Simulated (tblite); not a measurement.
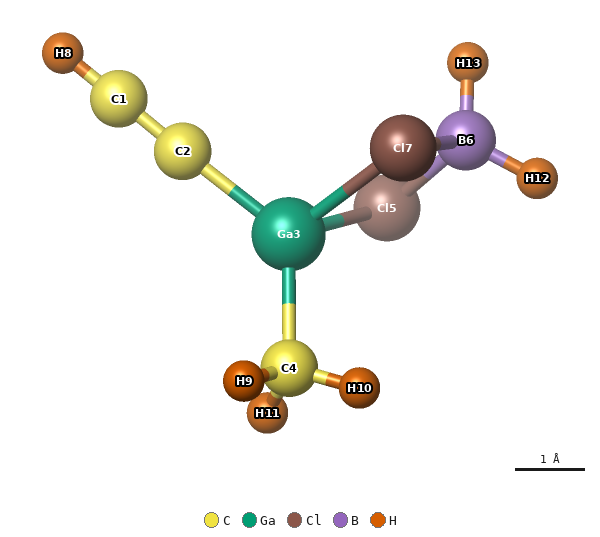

*The structure as given in the input (ball-and-stick view, seen at a tilt; atoms are numbered from 1 in the order of the input). Sticks mark near contacts.*

**Frequency calculation of C3H6BCl2Ga**

- system: C3H6BCl2Ga
- method: GFN2-xTB harmonic vibrations, gas phase (tblite 0.8.0)

Input:
```
{"job": {"kind": "ir", "xc": "GFN2-xTB", "basis": "xTB"}, "charge": 0, "multiplicity": 1}
C     -1.935991     2.662159     0.371347
C     -1.381700     1.600928     0.217576
Ga    -0.437232    -0.103742    -0.021440
C     -1.214239    -1.942209    -0.343638
Cl     1.373689     0.309914    -1.388677
B      2.516013     0.247012     0.105857
Cl     1.299576    -0.103776     1.498730
H     -2.426499     3.586884     0.505108
H     -2.062115    -2.153163     0.311143
H     -0.443290    -2.697049    -0.161166
H     -1.554056    -2.049410    -1.376576
H      3.256305    -0.663230    -0.005127
H      3.005150     1.306169     0.269137
```

The first line tells a small driver script what to run in tblite; the rest is the geometry in Å.

Run on 1 CPU thread, shared host.

Run as:
```bash
OMP_NUM_THREADS=1 python <driver script> task.json out
```

What the program printed:
```
mode    cm-1     km/mol
  1      53.3      0.31
  2      56.3      0.17
  3      62.8      0.03
  4      75.5      0.15
  5      91.2      0.31
  6     110.6      1.72
  7     185.7      8.68
  8     200.9     29.46
  9     215.7     16.42
 10     220.9     54.12
 11     305.6     13.21
 12     425.4     37.42
 13     463.6     16.17
 14     522.4     48.97
 15     558.2      4.83
 16     645.1     73.71
 17     664.9     68.00
 18     678.9     44.99
 19     679.4     65.80
 20     807.2     14.73
 21     917.1      0.02
 22    1030.4    196.72
 23    1209.5     65.55
 24    1281.0      2.41
 25    1432.1      0.24
 26    1441.5      0.65
 27    2144.7     20.72
 28    2567.7     65.29
 29    2590.5     66.38
 30    2933.9     15.58
 31    2953.1     13.90
 32    2962.8     14.41
 33    3319.8      0.10
```

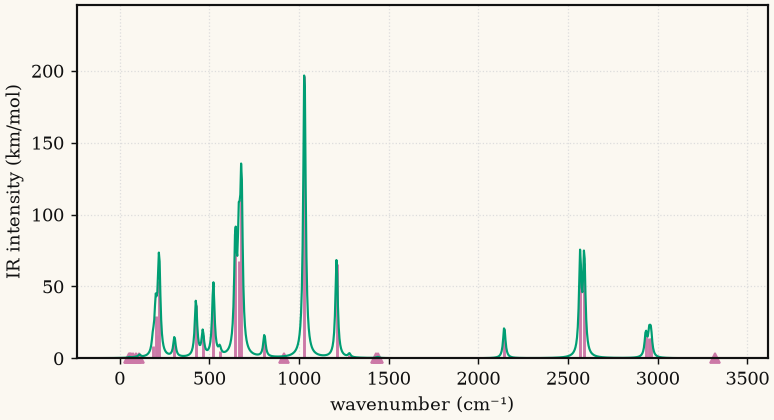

*Harmonic infrared spectrum, unscaled: sticks (degenerate modes added up, dark ones marked on the axis) with a Lorentzian envelope of 16 cm⁻¹ full width, scaled to the tallest stick.*

33 modes from 53 to 3320 cm⁻¹, none imaginary. The strongest line is at 1030 cm⁻¹ (197 km/mol).

Results in brief:

```json
{"quantity": "outcome", "value": "converged"}
{"quantity": "total energy", "value": "−573.0021 eV"}
{"quantity": "zero-point energy", "value": "48.3310 kcal/mol"}
{"quantity": "wall time", "value": "0.86 s"}
{"quantity": "peak memory", "value": "0.18 GiB"}
```
